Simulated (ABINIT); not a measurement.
# InGeH3 (Pm-3m): zone-centre phonons

Which modes does InGeH3 (Pm-3m) have at the zone centre?

Main program and level: ABINIT 10.8.3; DFT PBE, scalar-relativistic, plane waves, PseudoDojo norm-conserving pseudopotentials.

The structure was built from a prototype and need not be the compound's stable phase.

## (1) The structure

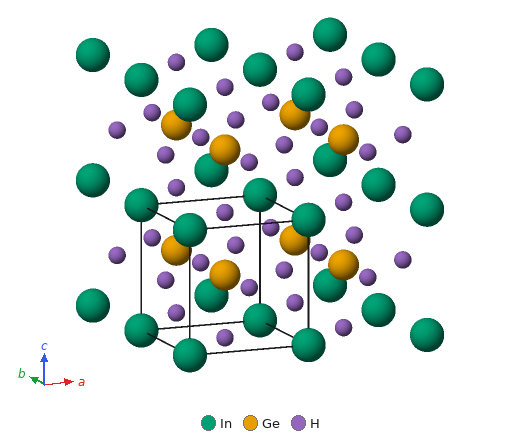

The cell as given, slightly off an axis (indium teal, germanium orange, hydrogen purple). 2×2×2 cells are drawn. Some periodic images of atoms are drawn too.

Coordinates:

```cif
data_structure
_symmetry_space_group_name_H-M 'Pm-3m'
_symmetry_Int_Tables_number 221
_cell_length_a 4.4100
_cell_length_b 4.4100
_cell_length_c 4.4100
_cell_angle_alpha 90.000
_cell_angle_beta 90.000
_cell_angle_gamma 90.000
_cell_volume 85.77
loop_
_atom_site_label
_atom_site_type_symbol
_atom_site_symmetry_multiplicity
_atom_site_Wyckoff_symbol
_atom_site_fract_x
_atom_site_fract_y
_atom_site_fract_z
_atom_site_occupancy
In1 In 1 a 0.00000 0.00000 0.00000 1
Ge1 Ge 1 b 0.50000 0.50000 0.50000 1
H1 H 3 c 0.50000 0.50000 0.00000 1
```

## (2) A probe with smearing

A first run with smearing and empty bands tells whether the crystal has a gap, which decides between fixed occupations and smearing later on.

File probe.abi:

```
# ground state
tolvrs 1.0d-08
prtden 1
prtwf 1

# basis, mesh and filling
ecut 43.0
ecutsm 3.0
ngkpt 4 4 4
nshiftk 1
shiftk 0.0 0.0 0.0
istwfk *1
occopt 7
tsmear 0.005
nband 23
nstep 100
diemac 9.0
prtebands 0
prtgsr 0
useylm 1

# cell and atoms
acell 3*1.0 Angstrom
rprim 
    4.41 0.0 0.0
    0.0 4.41 0.0
    0.0 0.0 4.41
ntypat 3
znucl 49 32 1
natom 5
typat 1 2 3 3 3
xred 
    0.0 0.0 0.0
    0.5 0.5 0.5
    0.5 0.5 0.0
    0.5 0.0 0.5
    0.0 0.5 0.5
pp_dirpath "./pseudo"
pseudos "In.upf, Ge.upf, H.upf"
```

Started as:

```sh
> OMP_NUM_THREADS=1 mpirun -n 4 abinit probe.abi > probe.log
```

Numbers of over 12 decimals in the logs are rounded to 6 here.

probe.abo, the main output file:

```text
[banners, grids, parts of the stress and lines that vanish by symmetry left out]
- input  file    -> probe.abi
- output file    -> probe.abo
- root for input  files -> probei
[...]
Symmetries : space group Pm -3 m (#221); Bravais cP (primitive cubic)
[...]
mpw =        7856          nfft =      125000          nkpt =          10
[...]
== DATASET  1 ==================================================================
[...]
cutoff_energies: {ecut:  43.0, pawecutdg:  -1.0, }
[...]
ETOT  1  -154.76438240040    -1.548E+02 1.171E+00 7.636E+02
 ETOT  2  -157.24951886741    -2.485E+00 2.160E-02 9.431E+02
 ETOT  3  -157.39001730661    -1.405E-01 3.461E-03 1.090E+02
 ETOT  4  -157.40880754243    -1.879E-02 1.947E-03 3.066E+00
 ETOT  5  -157.40920682072    -3.993E-04 8.992E-04 2.355E-01
[...]
ETOT  9  -157.40923874482    -9.969E-10 3.654E-04 2.320E-06
 ETOT 10  -157.40923874526    -4.377E-10 1.399E-04 6.093E-09
 At SCF step   10       vres2   =  6.09E-09 < tolvrs=  1.00E-08 =>converged.
[...]
sigma(1 1)=  1.99366710E-04  sigma(3 2)=  0.00000000E+00
  sigma(2 2)=  1.99366710E-04  sigma(3 1)=  0.00000000E+00
  sigma(3 3)=  1.99366710E-04  sigma(2 1)=  0.00000000E+00
[...]
convergence: {deltae: -4.377E-10, res2:  6.093E-09, residm:  1.399E-04, diffor: null, }
etotal    :  -1.57409239E+02
[...]
sigma(1 1)=  1.99366710E-04  sigma(3 2)=  0.00000000E+00
  sigma(2 2)=  1.99366710E-04  sigma(3 1)=  0.00000000E+00
  sigma(3 3)=  1.99366710E-04  sigma(2 1)=  0.00000000E+00
[...]
- sigma(1 1)=  5.86557112E+00  sigma(3 2)=  0.00000000E+00
- sigma(2 2)=  5.86557112E+00  sigma(3 1)=  0.00000000E+00
- sigma(3 3)=  5.86557112E+00  sigma(2 1)=  0.00000000E+00
[...]
fcart     -0.0000000000E+00 -0.0000000000E+00 -0.0000000000E+00
           strten      1.9936671022E-04  1.9936671022E-04  1.9936671022E-04
================================================================================

[key lines of the parts left out:]
pressure_GPa:  -5.8656E+00
```

Elapsed: 17 s, on 4 MPI ranks of Arm Neoverse V2, shared host; 68 s of CPU time.

This step gave:

| Property | Result |
| --- | --- |
| volume per atom | 17.15 Å³ |
| pressure | -5.866 GPa |
| gap on the k-mesh | 0 eV |

No gap opens on this mesh, so smearing is kept.

## (3) Rough relaxation

The typed start is rough, so a first relaxation with smearing and loose thresholds takes it towards rest cheaply.

File prerelax.abi:

```
# relaxation
ionmov 2
optcell 2
dilatmx 1.15
chkdilatmx 0
ntime 40
tolmxf 3.0d-04
tolvrs 1.0d-10
prtwf 0
prtden 0
chksymtnons 0

# basis, mesh and filling
ecut 34.4
ecutsm 3.0
ngkpt 4 4 4
nshiftk 1
shiftk 0.0 0.0 0.0
istwfk *1
occopt 7
tsmear 0.005
nband 23
nstep 100
diemac 1000000.0
prtebands 0
prtgsr 0
useylm 1

# cell and atoms
acell 3*1.0 Angstrom
rprim 
    4.41 0.0 0.0
    0.0 4.41 0.0
    0.0 0.0 4.41
ntypat 3
znucl 49 32 1
natom 5
typat 1 2 3 3 3
xred 
    0.0 0.0 0.0
    0.5 0.5 0.5
    0.5 0.5 0.0
    0.5 0.0 0.5
    0.0 0.5 0.5
pp_dirpath "./pseudo"
pseudos "In.upf, Ge.upf, H.upf"
```

Started as:

```sh
> OMP_NUM_THREADS=1 mpirun -n 4 abinit prerelax.abi > prerelax.log
```

prerelax.abo, the main output file:

```text
[banners, grids, parts of the stress and lines that vanish by symmetry left out]
- input  file    -> prerelax.abi
- output file    -> prerelax.abo
- root for input  files -> prerelaxi
[...]
Symmetries : space group Pm -3 m (#221); Bravais cP (primitive cubic)
[...]
mpw =        8529          nfft =      157464          nkpt =          10
[...]
== DATASET  1 ==================================================================
[...]
cutoff_energies: {ecut:  34.4, pawecutdg:  -1.0, }
[...]
ETOT  1  -154.56860074795    -1.546E+02 1.047E+00 1.078E+03
 ETOT  2  -157.23698213882    -2.668E+00 6.029E-02 1.258E+03
 ETOT  3  -157.38166410279    -1.447E-01 4.146E-03 1.872E+02
 ETOT  4  -157.40633721631    -2.467E-02 2.133E-03 1.028E+00
 ETOT  5  -157.40658342395    -2.462E-04 1.206E-03 1.412E-01
[...]
At SCF step   13       vres2   =  2.41E-11 < tolvrs=  1.00E-10 =>converged.
[...]
ETOT  9  -157.42701221708     1.162E-11 1.007E-05 7.743E-12
 At SCF step    9       vres2   =  7.74E-12 < tolvrs=  1.00E-10 =>converged.
[...]
sigma(1 1)= -2.31488330E-06  sigma(3 2)=  0.00000000E+00
  sigma(2 2)= -2.31488330E-06  sigma(3 1)=  0.00000000E+00
  sigma(3 3)= -2.31488330E-06  sigma(2 1)=  0.00000000E+00
[...]
convergence: {deltae:  1.162E-11, res2:  7.743E-12, residm:  1.007E-05, diffor: null, }
etotal    :  -1.57427012E+02
[...]
At Broyd/MD step   4, gradients are converged :
[...]
sigma(1 1)= -2.31488330E-06  sigma(3 2)=  0.00000000E+00
  sigma(2 2)= -2.31488330E-06  sigma(3 1)=  0.00000000E+00
  sigma(3 3)= -2.31488330E-06  sigma(2 1)=  0.00000000E+00
[...]
- sigma(1 1)= -6.81062180E-02  sigma(3 2)=  0.00000000E+00
- sigma(2 2)= -6.81062180E-02  sigma(3 1)=  0.00000000E+00
- sigma(3 3)= -6.81062180E-02  sigma(2 1)=  0.00000000E+00
[...]
fcart     -0.0000000000E+00 -0.0000000000E+00 -0.0000000000E+00
           strten     -2.3148832978E-06 -2.3148832977E-06 -2.3148832977E-06
================================================================================

[key lines of the parts left out:]
pressure_GPa:   6.8106E-02
Total energy (etotal) [Ha]= -1.57427012217081E+02
```

The job ended after 76 s (4 MPI ranks; 5 min of CPU time).

Step by step:

```tsv
step	energy less that of the first step (eV)	largest force (eV/Å)	volume (Å³)
1	0.0000	0.0000	85.77
2	-0.0547	0.0000	84.24
3	-0.5556	0.0000	63.13
4	-0.5556	0.0000	62.84
```

```tsv
conventional cell, symmetrised	before	after	change
a (Å)	4.410	3.976	-9.8 %
b (Å)	4.410	3.976	-9.8 %
c (Å)	4.410	3.976	-9.8 %
volume (Å³/atom)	17.15	12.57	-26.7 %
```

The relaxed structure:

```cif
data_structure
_symmetry_space_group_name_H-M 'P 1'
_symmetry_Int_Tables_number 1
_cell_length_a 3.9757
_cell_length_b 3.9757
_cell_length_c 3.9757
_cell_angle_alpha 90.000
_cell_angle_beta 90.000
_cell_angle_gamma 90.000
_cell_volume 62.84
loop_
_atom_site_label
_atom_site_type_symbol
_atom_site_fract_x
_atom_site_fract_y
_atom_site_fract_z
_atom_site_occupancy
In1 In 0.00000 0.00000 0.00000 1
Ge2 Ge 0.50000 0.50000 0.50000 1
H3 H 0.50000 0.50000 0.00000 1
H4 H 0.50000 0.00000 0.50000 1
H5 H 0.00000 0.50000 0.50000 1
```

Numbers from this step:

| Quantity | Value |
| --- | --- |
| volume per atom | 12.57 Å³ |
| pressure | 0.06811 GPa |

The volume changes by -26.7 % in this run and stands -26.7 % from the first cell.

## (4) Rough relaxation

The cell changed much, so the rough relaxation is repeated on a basis made for the new cell.

Changes to prerelax.abi since step 3:

```diff
@@ -31,5 +31,5 @@
 rprim 
-    4.41 0.0 0.0
-    0.0 4.41 0.0
-    0.0 0.0 4.41
+    3.97566501 0.0 0.0
+    0.0 3.97566501 0.0
+    0.0 0.0 3.97566501
 ntypat 3
```

prerelax.abo, the main output file:

```text
[banners, grids, parts of the stress and lines that vanish by symmetry left out]
- input  file    -> prerelax.abi
- output file    -> prerelax.abo
- root for input  files -> prerelaxi
[...]
Symmetries : space group Pm -3 m (#221); Bravais cP (primitive cubic)
[...]
mpw =        6239          nfft =      110592          nkpt =          10
[...]
== DATASET  1 ==================================================================
[...]
cutoff_energies: {ecut:  34.4, pawecutdg:  -1.0, }
[...]
ETOT  1  -155.72527795399    -1.557E+02 1.075E+00 2.791E+02
 ETOT  2  -157.38860428388    -1.663E+00 3.388E-02 2.536E+02
 ETOT  3  -157.42238064020    -3.378E-02 7.670E-03 3.361E+01
 ETOT  4  -157.42699064718    -4.610E-03 5.344E-03 1.198E-01
 ETOT  5  -157.42701113277    -2.049E-05 2.264E-03 7.143E-03
[...]
ETOT 11  -157.42701226572    -2.558E-12 1.525E-03 1.102E-10
 ETOT 12  -157.42701226573    -3.126E-12 2.152E-04 7.386E-13
 At SCF step   12       vres2   =  7.39E-13 < tolvrs=  1.00E-10 =>converged.
[...]
sigma(1 1)= -2.31421178E-06  sigma(3 2)=  0.00000000E+00
  sigma(2 2)= -2.31421178E-06  sigma(3 1)=  0.00000000E+00
  sigma(3 3)= -2.31421178E-06  sigma(2 1)=  0.00000000E+00
[...]
convergence: {deltae: -3.126E-12, res2:  7.386E-13, residm:  2.152E-04, diffor: null, }
etotal    :  -1.57427012E+02
[...]
At Broyd/MD step   1, gradients are converged :
[...]
sigma(1 1)= -2.31421178E-06  sigma(3 2)=  0.00000000E+00
  sigma(2 2)= -2.31421178E-06  sigma(3 1)=  0.00000000E+00
  sigma(3 3)= -2.31421178E-06  sigma(2 1)=  0.00000000E+00
[...]
- sigma(1 1)= -6.80864612E-02  sigma(3 2)=  0.00000000E+00
- sigma(2 2)= -6.80864612E-02  sigma(3 1)=  0.00000000E+00
- sigma(3 3)= -6.80864612E-02  sigma(2 1)=  0.00000000E+00
[...]
fcart     -0.0000000000E+00 -0.0000000000E+00 -0.0000000000E+00
           strten     -2.3142117798E-06 -2.3142117798E-06 -2.3142117798E-06
================================================================================

[key lines of the parts left out:]
pressure_GPa:   6.8086E-02
Total energy (etotal) [Ha]= -1.57427012265726E+02
```

Run time: 15 s. Hardware: 4 MPI ranks.

Little changed from the start: no atom moved by 0.005 Å and no cell edge by 0.1 %.

This step gave:

| Item | Value |
| --- | --- |
| pressure | 0.06809 GPa |

The volume changes by +0.0 % in this run and stands -26.7 % from the first cell.

## (5) Relaxation

The harmonic expansion needs vanishing forces, and a free crystal bears no stress, so cell and atoms are brought to rest. Stress is more sensitive to the basis than forces are: the last 3 Ha under the cutoff are smoothed with ecutsm.

File relax.abi:

```
# relaxation
ionmov 2
optcell 2
dilatmx 1.08
ntime 40
tolmxf 1.0d-05
tolvrs 1.0d-14
prtwf 0
prtden 0
chksymtnons 0

# basis, mesh and filling
ecut 43.0
ecutsm 3.0
ngkpt 6 6 6
nshiftk 1
shiftk 0.0 0.0 0.0
istwfk *1
occopt 3
tsmear 0.01
nband 23
nstep 100
diemac 1000000.0
prtebands 0
prtgsr 0
useylm 1

# cell and atoms
acell 3*1.0 Angstrom
rprim 
    3.975665013 0.0 0.0
    0.0 3.975665013 0.0
    0.0 0.0 3.975665013
ntypat 3
znucl 49 32 1
natom 5
typat 1 2 3 3 3
xred 
    0.0 0.0 0.0
    0.5 0.5 0.5
    0.5 0.5 0.0
    0.5 0.0 0.5
    0.0 0.5 0.5
pp_dirpath "./pseudo"
pseudos "In.upf, Ge.upf, H.upf"
```

Started as:

```sh
> OMP_NUM_THREADS=1 mpirun -n 4 abinit relax.abi > relax.log
```

relax.abo, the main output file:

```text
[banners, grids, parts of the stress and lines that vanish by symmetry left out]
- input  file    -> relax.abi
- output file    -> relax.abo
- root for input  files -> relaxi
[...]
Symmetries : space group Pm -3 m (#221); Bravais cP (primitive cubic)
[...]
mpw =        7224          nfft =      110592          nkpt =          20
[...]
== DATASET  1 ==================================================================
[...]
cutoff_energies: {ecut:  43.0, pawecutdg:  -1.0, }
[...]
ETOT  1  -155.75094152512    -1.558E+02 1.129E+00 2.366E+02
 ETOT  2  -157.41461291067    -1.664E+00 1.395E-01 2.043E+02
 ETOT  3  -157.44011349129    -2.550E-02 8.717E-03 2.202E+01
 ETOT  4  -157.44299326261    -2.880E-03 1.102E-02 2.871E-02
 ETOT  5  -157.44299746866    -4.206E-06 1.116E-03 4.057E-03
[...]
At SCF step   14       vres2   =  8.73E-16 < tolvrs=  1.00E-14 =>converged.
[...]
sigma(1 1)=  4.97753558E-06  sigma(3 2)=  0.00000000E+00
  sigma(2 2)=  4.97753558E-06  sigma(3 1)=  0.00000000E+00
  sigma(3 3)=  4.97753558E-06  sigma(2 1)=  0.00000000E+00
[...]
convergence: {deltae:  6.253E-13, res2:  8.728E-16, residm:  2.940E-04, diffor: null, }
etotal    :  -1.57442998E+02
[...]
ETOT  1  -157.44299367581    -1.574E+02 1.245E-04 4.968E-02
[...]
At SCF step   10       vres2   =  7.33E-15 < tolvrs=  1.00E-14 =>converged.
[...]
sigma(1 1)=  4.35940492E-06  sigma(3 2)=  0.00000000E+00
  sigma(2 2)=  4.35940492E-06  sigma(3 1)=  0.00000000E+00
  sigma(3 3)=  4.35940492E-06  sigma(2 1)=  0.00000000E+00
[...]
convergence: {deltae: -4.093E-12, res2:  7.330E-15, residm:  2.922E-08, diffor: null, }
etotal    :  -1.57442999E+02
[...]
ETOT  1  -157.44273670926    -1.574E+02 9.405E-07 2.455E+00
[...]
ETOT 10  -157.44300195089    -4.349E-12 8.081E-11 3.087E-13
 ETOT 11  -157.44300195086     2.188E-11 3.332E-10 2.246E-15
 At SCF step   11       vres2   =  2.25E-15 < tolvrs=  1.00E-14 =>converged.
[...]
sigma(1 1)= -2.12889722E-08  sigma(3 2)=  0.00000000E+00
  sigma(2 2)= -2.12889722E-08  sigma(3 1)=  0.00000000E+00
  sigma(3 3)= -2.12889722E-08  sigma(2 1)=  0.00000000E+00
[...]
convergence: {deltae:  2.188E-11, res2:  2.246E-15, residm:  3.332E-10, diffor: null, }
etotal    :  -1.57443002E+02
[...]
At Broyd/MD step   3, gradients are converged :
[...]
sigma(1 1)= -2.12889722E-08  sigma(3 2)=  0.00000000E+00
  sigma(2 2)= -2.12889722E-08  sigma(3 1)=  0.00000000E+00
  sigma(3 3)= -2.12889722E-08  sigma(2 1)=  0.00000000E+00
[...]
- sigma(1 1)= -6.26343187E-04  sigma(3 2)=  0.00000000E+00
- sigma(2 2)= -6.26343187E-04  sigma(3 1)=  0.00000000E+00
- sigma(3 3)= -6.26343186E-04  sigma(2 1)=  0.00000000E+00
[...]
fcart     -0.0000000000E+00 -0.0000000000E+00 -0.0000000000E+00
           strten     -2.1288972208E-08 -2.1288972212E-08 -2.1288972194E-08
================================================================================

[key lines of the parts left out:]
pressure_GPa:   6.2634E-04
Total energy (etotal) [Ha]= -1.57443001950863E+02
```

Wall time 68 s (4 MPI ranks).

Relaxation path:

```tsv
step	energy less that of the first step (eV)	largest force (eV/Å)	volume (Å³)
1	0.0000	0.0000	62.84
2	0.0000	0.0000	62.81
3	-0.0001	0.0000	62.61
```

```tsv
conventional cell, symmetrised	before	after	change
a (Å)	3.976	3.971	-0.1 %
b (Å)	3.976	3.971	-0.1 %
c (Å)	3.976	3.971	-0.1 %
volume (Å³/atom)	12.57	12.52	-0.4 %
```

Numbers from this step:

- volume per atom: 12.52 Å³
- pressure: 6.26e-4 GPa

The volume changes by -0.4 % in this run and stands -27.0 % from the first cell.

## (6) Ground state

First-order wavefunctions inherit every error of the ground state, hence the very tight tolvrs. ecutsm is kept as in the relaxation, so that the cell stays at rest. Smearing stays on, as the first look found no gap above 0.3 eV.

File gs.abi:

```
# ground state
tolvrs 1.0d-16
prtden 1
prtwf 1

# basis, mesh and filling
ecut 43.0
ecutsm 3.0
ngkpt 6 6 6
nshiftk 1
shiftk 0.0 0.0 0.0
istwfk *1
occopt 3
tsmear 0.01
nband 23
nstep 100
diemac 1000000.0
prtebands 0
prtgsr 0
useylm 1

# cell and atoms
acell 3*1.0 Angstrom
rprim 
    3.970899502 0.0 0.0
    0.0 3.970899502 0.0
    0.0 0.0 3.970899502
ntypat 3
znucl 49 32 1
natom 5
typat 1 2 3 3 3
xred 
    0.0 0.0 0.0
    0.5 0.5 0.5
    0.5 0.5 0.0
    0.5 0.0 0.5
    0.0 0.5 0.5
pp_dirpath "./pseudo"
pseudos "In.upf, Ge.upf, H.upf"
```

Started as:

```sh
> OMP_NUM_THREADS=1 mpirun -n 4 abinit gs.abi > gs.log
```

gs.abo, the main output file:

```text
[banners, grids, parts of the stress and lines that vanish by symmetry left out]
- input  file    -> gs.abi
- output file    -> gs.abo
- root for input  files -> gsi
[...]
Symmetries : space group Pm -3 m (#221); Bravais cP (primitive cubic)
[...]
mpw =        5716          nfft =      110592          nkpt =          20
[...]
== DATASET  1 ==================================================================
[...]
cutoff_energies: {ecut:  43.0, pawecutdg:  -1.0, }
[...]
ETOT  1  -155.80703754102    -1.558E+02 9.946E-01 2.197E+02
 ETOT  2  -157.40921677348    -1.602E+00 3.860E-02 2.402E+02
 ETOT  3  -157.43895618047    -2.974E-02 1.374E-02 3.022E+01
 ETOT  4  -157.44299097918    -4.035E-03 3.896E-03 6.491E-02
 ETOT  5  -157.44299879080    -7.812E-06 3.169E-03 2.124E-02
[...]
ETOT 15  -157.44300195088    -3.979E-12 1.190E-03 4.436E-15
 ETOT 16  -157.44300195087     1.140E-11 1.608E-03 2.834E-17
 At SCF step   16       vres2   =  2.83E-17 < tolvrs=  1.00E-16 =>converged.
[...]
sigma(1 1)= -2.13084635E-08  sigma(3 2)=  0.00000000E+00
  sigma(2 2)= -2.13084635E-08  sigma(3 1)=  0.00000000E+00
  sigma(3 3)= -2.13084635E-08  sigma(2 1)=  0.00000000E+00
[...]
convergence: {deltae:  1.140E-11, res2:  2.834E-17, residm:  1.608E-03, diffor: null, }
etotal    :  -1.57443002E+02
[...]
sigma(1 1)= -2.13084635E-08  sigma(3 2)=  0.00000000E+00
  sigma(2 2)= -2.13084635E-08  sigma(3 1)=  0.00000000E+00
  sigma(3 3)= -2.13084635E-08  sigma(2 1)=  0.00000000E+00
[...]
- sigma(1 1)= -6.26916640E-04  sigma(3 2)=  0.00000000E+00
- sigma(2 2)= -6.26916640E-04  sigma(3 1)=  0.00000000E+00
- sigma(3 3)= -6.26916640E-04  sigma(2 1)=  0.00000000E+00
[...]
fcart     -0.0000000000E+00 -0.0000000000E+00 -0.0000000000E+00
           strten     -2.1308463490E-08 -2.1308463492E-08 -2.1308463494E-08
================================================================================

[key lines of the parts left out:]
pressure_GPa:   6.2692E-04
```

Run time: 27 s. Hardware: 4 MPI ranks; 1.8 min of CPU time.

Numbers from this step:

* pressure: 6.27e-4 GPa

The cell stands at 6.3e-4 GPa, close enough for phonons.

[end of part 1 of 3]

[Host names and launcher messages were left out of these logs when they were recorded.]

[Logs are printed without paths, hosts, clocks, repeated set-up lines and the standing remarks that a program may print on its own settings, such as how far it seeks lower states.]

[Hosts, paths, dates, database ids (printed as entryN), source tags and the programs' standing remarks are cut or masked in the printed files.]
